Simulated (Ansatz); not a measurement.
# Nudged elastic band, with input and output: SnH₅OF (part 1 of 2)

SnH₅OF, computed with RKS B3LYP-D4/def2-SVP (Ansatz 0.2.0).

It belongs to a series of runs on one base structure; here: band between the two ends. Figures and captions count atoms from 1; the log counts them from 0 in places.

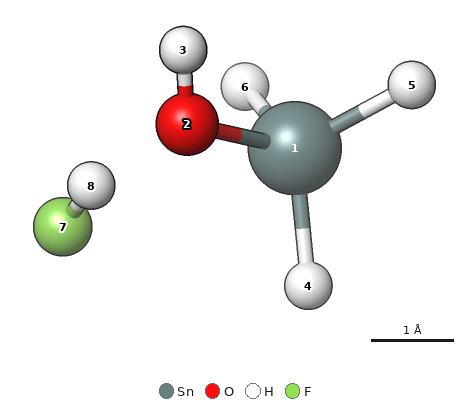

The starting structure (ball-and-stick view, seen at a tilt; atoms are numbered from 1 in the order of the input). Sticks mark near contacts. Bond lengths as drawn: F–H 0.96 Å, H–O 0.97 Å, H–Sn 1.70 to 1.72 Å and O–Sn 2.04 Å.

### The input
```yaml
crystal:
  periodic: [false, false, false]
  atoms:
    - { symbol: Sn, position_ang: [-0.100548, 0.085759, -0.104637] }
    - { symbol: O, position_ang: [0.052915, -0.119348, 1.922329] }
    - { symbol: H, position_ang: [-0.783355, -0.032986, 2.400366] }
    - { symbol: H, position_ang: [1.509405, 0.286713, -0.619601] }
    - { symbol: H, position_ang: [-1.036481, 1.520749, -0.301977] }
    - { symbol: H, position_ang: [-0.924225, -1.277682, -0.731571] }
    - { symbol: F, position_ang: [1.350921, -2.133515, 1.327754] }
    - { symbol: H, position_ang: [0.895968, -1.454288, 1.831637] }
basis:
  gaussian: { orbitals: def2-SVP }
hamiltonian:
  xc: b3lyp
  dispersion: d4
neb:
  order_check: false
  images: 9
  f_tol: 0.05
  max_iterations: 60
  final_atoms:
    - { symbol: Sn, position_ang: [0.31542708, -0.11518373, -0.3610292] }
    - { symbol: O, position_ang: [-0.52605051, -0.35657672, 2.41491482] }
    - { symbol: H, position_ang: [-1.05230422, -1.15445967, 2.56394482] }
    - { symbol: H, position_ang: [1.28287104, -0.22387787, -1.78362616] }
    - { symbol: H, position_ang: [0.07673135, 1.50490694, 0.11932328] }
    - { symbol: H, position_ang: [-1.06345533, -1.12067553, -0.49264528] }
    - { symbol: F, position_ang: [1.54516836, -0.96585182, 0.94481354] }
    - { symbol: H, position_ang: [0.38621224, -0.6928796, 2.31860417] }
  initial_path:
    images:
      - { positions_ang: [[-0.100548, 0.085759, -0.104637], [0.052915, -0.119348, 1.922329], [-0.783355, -0.032986, 2.400366], [1.509405, 0.286713, -0.619601], [-1.036481, 1.520749, -0.301977], [-0.924225, -1.277682, -0.731571], [1.350921, -2.133515, 1.327754], [0.895968, -1.454288, 1.831637]] }
      - { positions_ang: [[-0.08297725, 0.07085513, -0.08200444], [0.04737143, -0.10073648, 2.00144521], [-0.80227331, -0.08951657, 2.45333602], [1.53119917, 0.23440661, -0.61519361], [-0.99820983, 1.50419894, -0.34841842], [-0.90698915, -1.30238874, -0.70134493], [1.30778896, -2.05009546, 1.19140254], [0.86868999, -1.39132143, 1.82507763]] }
      - { positions_ang: [[-0.0654065, 0.05595126, -0.05937189], [0.04182786, -0.08212496, 2.08056142], [-0.82119163, -0.14604714, 2.50630604], [1.55299335, 0.18210021, -0.61078622], [-0.95993867, 1.48764888, -0.39485985], [-0.88975331, -1.32709548, -0.67111885], [1.26465692, -1.96667591, 1.05505108], [0.84141198, -1.32835485, 1.81851827]] }
      - { positions_ang: [[-0.04783575, 0.04104738, -0.03673933], [0.03628429, -0.06351344, 2.15967763], [-0.84010994, -0.20257772, 2.55927606], [1.57478752, 0.12979382, -0.60637883], [-0.9216675, 1.47109881, -0.44130127], [-0.87251746, -1.35180222, -0.64089278], [1.22152488, -1.88325637, 0.91869962], [0.81413397, -1.26538828, 1.8119589]] }
      - { positions_ang: [[-0.03026501, 0.02614351, -0.01410678], [0.03074073, -0.04490192, 2.23879384], [-0.85902826, -0.25910829, 2.61224608], [1.59658169, 0.07748743, -0.60197144], [-0.88339634, 1.45454875, -0.48774269], [-0.85528162, -1.37650896, -0.61066671], [1.17839284, -1.79983682, 0.78234816], [0.78685596, -1.2024217, 1.80539953]] }
      - { positions_ang: [[-0.01269426, 0.01123964, 0.00852578], [0.02519716, -0.0262904, 2.31791005], [-0.87794657, -0.31563886, 2.66521611], [1.61837587, 0.02518104, -0.59756406], [-0.84512517, 1.43799869, -0.53418412], [-0.83804577, -1.4012157, -0.58044063], [1.1352608, -1.71641728, 0.6459967], [0.75957795, -1.13945513, 1.79884017]] }
      - { positions_ang: [[0.05293001, -0.01404503, -0.06538522], [-0.08505238, -0.09234766, 2.33731101], [-0.9128181, -0.48340302, 2.64496185], [1.5512749, -0.02463075, -0.83477648], [-0.66075387, 1.45138034, -0.40348264], [-0.88312768, -1.34510767, -0.56288156], [1.21724231, -1.56630418, 0.70576007], [0.6849048, -1.05014002, 1.90279297]] }
      - { positions_ang: [[0.11855428, -0.03932971, -0.13929621], [-0.19530191, -0.15840493, 2.35671196], [-0.94768963, -0.65116719, 2.62470759], [1.48417394, -0.07444253, -1.0719889], [-0.47638257, 1.46476199, -0.27278116], [-0.92820959, -1.28899963, -0.54532249], [1.29922382, -1.41619109, 0.76552344], [0.61023166, -0.96082492, 2.00674577]] }
      - { positions_ang: [[0.18417854, -0.06461438, -0.21320721], [-0.30555144, -0.22446219, 2.37611291], [-0.98256116, -0.81893135, 2.60445333], [1.41707297, -0.12425431, -1.30920132], [-0.29201126, 1.47814364, -0.14207968], [-0.9732915, -1.2328916, -0.52776342], [1.38120533, -1.266078, 0.82528681], [0.53555852, -0.87150981, 2.11069857]] }
      - { positions_ang: [[0.24980281, -0.08989905, -0.2871182], [-0.41580098, -0.29051946, 2.39551386], [-1.01743269, -0.98669551, 2.58419908], [1.34997201, -0.17406609, -1.54641374], [-0.10763996, 1.49152529, -0.0113782], [-1.01837342, -1.17678357, -0.51020435], [1.46318685, -1.11596491, 0.88505017], [0.46088538, -0.78219471, 2.21465137]] }
      - { positions_ang: [[0.31542708, -0.11518373, -0.3610292], [-0.52605051, -0.35657672, 2.41491482], [-1.05230422, -1.15445967, 2.56394482], [1.28287104, -0.22387787, -1.78362616], [0.07673135, 1.50490694, 0.11932328], [-1.06345533, -1.12067553, -0.49264528], [1.54516836, -0.96585182, 0.94481354], [0.38621224, -0.6928796, 2.31860417]] }
```

Run on 2 threads of Arm Neoverse V2, 24 GiB of memory available, shared host.

Launched with:
```bash
ansatz run input.yaml --threads 2 --pin off --max-ram 3072MiB --backend cpu --events-out ev --progress --plain --runs-dir out
```

### What the program printed
```
Engine: ansatz 0.2.0, aarch64-unknown-linux-gnu
Functional definition: B3LYP
  parameter a0 = 0.2
  parameter ax = 0.72
  parameter ac = 0.81
  exchange = (1 - a0 - ax)*slater_x + ax*b88_x + a0*exact_x
  correlation = (1 - ac)*vwn_rpa_c + ac*lyp_c
920 factors; integrals over basis functions are off by at most 3.6e-4 eV
mean field evaluation 1: about -10669.2615 eV, gradient 5.7e1 eV
mean field evaluation 2: about -10652.7983 eV, gradient 1.1e2 eV
mean field evaluation 4: about -10674.7680 eV, gradient 6.0e0 eV
mean field evaluation 8: about -10674.8343 eV, gradient 3.9e-2 eV
mean field -10674.83432233 eV, -392.2929256829 hartree, gradient 3.9e-5 eV, S^2 0.000000; 0 other end points of the search recorded, 0 dependent functions left out
the calculation of the forces begins
reference -10674.83456289 eV, -392.2929345234 hartree; 22, 22 occupied and 57, 57 virtual orbitals, 920 factors
921 factors; integrals over basis functions are off by at most 1.3e-3 eV
mean field evaluation 16: about -10658.8367 eV, gradient 9.7e1 eV
mean field -10675.13390548 eV, -392.3039351607 hartree, gradient 2.2e-5 eV, S^2 0.000000; 0 other end points of the search recorded, 0 dependent functions left out
[... from here on the field's lines of each further geometry are left out, up to the last ...]
NEB iter   1: max|band force component| = 4.325e0 eV/Å  barrier→ = 1.8960 eV  barrier← = 2.1912 eV  Δτ_max = 0.1993 Å  (268 SCF iters)
NEB iter   2: max|band force component| = 2.454e0 eV/Å  barrier→ = 1.2175 eV  barrier← = 1.5128 eV  Δτ_max = 0.2000 Å  (256 SCF iters)
NEB iter   3: max|band force component| = 2.081e0 eV/Å  barrier→ = 0.6300 eV  barrier← = 0.9252 eV  Δτ_max = 0.1963 Å  (257 SCF iters)
NEB iter   4: max|band force component| = 1.600e0 eV/Å  barrier→ = 0.4090 eV  barrier← = 0.7042 eV  Δτ_max = 0.2000 Å  (251 SCF iters)
NEB iter   5: max|band force component| = 7.351e-1 eV/Å  barrier→ = 0.3996 eV  barrier← = 0.6948 eV  Δτ_max = 0.2000 Å  (252 SCF iters)
NEB iter   6: max|band force component| = 1.030e0 eV/Å  barrier→ = 0.3649 eV  barrier← = 0.6601 eV  Δτ_max = 0.0787 Å  (252 SCF iters)
NEB iter   7: max|band force component| = 4.344e-1 eV/Å  barrier→ = 0.3178 eV  barrier← = 0.6130 eV  CI = image 3  Δτ_max = 0.1004 Å  (253 SCF iters)
NEB iter   8: max|band force component| = 1.071e0 eV/Å  barrier→ = 0.3559 eV  barrier← = 0.6511 eV  CI = image 3  Δτ_max = 0.0502 Å  (251 SCF iters)
NEB iter   9: max|band force component| = 3.266e-1 eV/Å  barrier→ = 0.3428 eV  barrier← = 0.6380 eV  CI = image 3  Δτ_max = 0.0989 Å  (244 SCF iters)
NEB iter  10: max|band force component| = 1.771e-1 eV/Å  barrier→ = 0.3237 eV  barrier← = 0.6189 eV  CI = image 3  Δτ_max = 0.1005 Å  (245 SCF iters)
NEB iter  11: max|band force component| = 2.318e-1 eV/Å  barrier→ = 0.3101 eV  barrier← = 0.6054 eV  CI = image 3  Δτ_max = 0.0501 Å  (250 SCF iters)
NEB iter  12: max|band force component| = 2.913e-1 eV/Å  barrier→ = 0.3050 eV  barrier← = 0.6003 eV  CI = image 3  Δτ_max = 0.0251 Å  (250 SCF iters)
NEB iter  13: max|band force component| = 1.863e-1 eV/Å  barrier→ = 0.3029 eV  barrier← = 0.5982 eV  CI = image 3  Δτ_max = 0.0250 Å  (253 SCF iters)
NEB iter  14: max|band force component| = 9.032e-2 eV/Å  barrier→ = 0.3013 eV  barrier← = 0.5965 eV  CI = image 3  Δτ_max = 0.0501 Å  (244 SCF iters)
NEB iter  15: max|band force component| = 7.537e-2 eV/Å  barrier→ = 0.2990 eV  barrier← = 0.5942 eV  CI = image 3  Δτ_max = 0.0498 Å  (248 SCF iters)
NEB iter  16: max|band force component| = 1.099e-1 eV/Å  barrier→ = 0.2983 eV  barrier← = 0.5935 eV  CI = image 3  Δτ_max = 0.0250 Å  (249 SCF iters)
NEB iter  17: max|band force component| = 1.183e-1 eV/Å  barrier→ = 0.2982 eV  barrier← = 0.5934 eV  CI = image 3  Δτ_max = 0.0250 Å  (237 SCF iters)
NEB iter  18: max|band force component| = 1.279e-1 eV/Å  barrier→ = 0.2981 eV  barrier← = 0.5934 eV  CI = image 3  Δτ_max = 0.0498 Å  (228 SCF iters)
NEB iter  19: max|band force component| = 1.687e-1 eV/Å  barrier→ = 0.2981 eV  barrier← = 0.5933 eV  CI = image 3  Δτ_max = 0.0992 Å  (229 SCF iters)
NEB iter  20: max|band force component| = 1.562e-1 eV/Å  barrier→ = 0.2981 eV  barrier← = 0.5933 eV  CI = image 3  Δτ_max = 0.1941 Å  (228 SCF iters)
NEB iter  21: max|band force component| = 2.111e-1 eV/Å  barrier→ = 0.2981 eV  barrier← = 0.5933 eV  CI = image 3  Δτ_max = 0.0989 Å  (224 SCF iters)
NEB iter  22: max|band force component| = 1.521e-1 eV/Å  barrier→ = 0.2981 eV  barrier← = 0.5933 eV  CI = image 3  Δτ_max = 0.0985 Å  (221 SCF iters)
NEB iter  23: max|band force component| = 1.363e-1 eV/Å  barrier→ = 0.2981 eV  barrier← = 0.5933 eV  CI = image 3  Δτ_max = 0.1004 Å  (225 SCF iters)
NEB iter  24: max|band force component| = 1.166e-1 eV/Å  barrier→ = 0.2981 eV  barrier← = 0.5933 eV  CI = image 3  Δτ_max = 0.0694 Å  (224 SCF iters)
NEB iter  25: max|band force component| = 1.405e-1 eV/Å  barrier→ = 0.2981 eV  barrier← = 0.5933 eV  CI = image 3  Δτ_max = 0.0349 Å  (212 SCF iters)
NEB iter  26: max|band force component| = 1.235e-1 eV/Å  barrier→ = 0.2981 eV  barrier← = 0.5933 eV  CI = image 3  Δτ_max = 0.0350 Å  (216 SCF iters)
NEB iter  27: max|band force component| = 9.223e-2 eV/Å  barrier→ = 0.2981 eV  barrier← = 0.5933 eV  CI = image 3  Δτ_max = 0.0164 Å  (205 SCF iters)
the calculation of the forces begins
reference -10675.09266321 eV, -392.3024195351 hartree; 22, 22 occupied and 57, 57 virtual orbitals, 921 factors
921 factors; integrals over basis functions are off by at most 7.8e-4 eV
mean field evaluation 1888: about -10674.3603 eV, gradient 8.4e0 eV
mean field -10674.53204303 eV, -392.2818171236 hartree, gradient 1.2e-5 eV, S^2 0.000000; 1 other end points of the search recorded, 0 dependent functions left out
the calculation of the forces begins
reference -10674.53228287 eV, -392.2818259376 hartree; 22, 22 occupied and 57, 57 virtual orbitals, 921 factors
NEB iter  28: max|band force component| = 4.539e-2 eV/Å  barrier→ = 0.2981 eV  barrier← = 0.5933 eV  CI = image 3  Δτ_max = 0.0000 Å  (429 SCF iters)
```
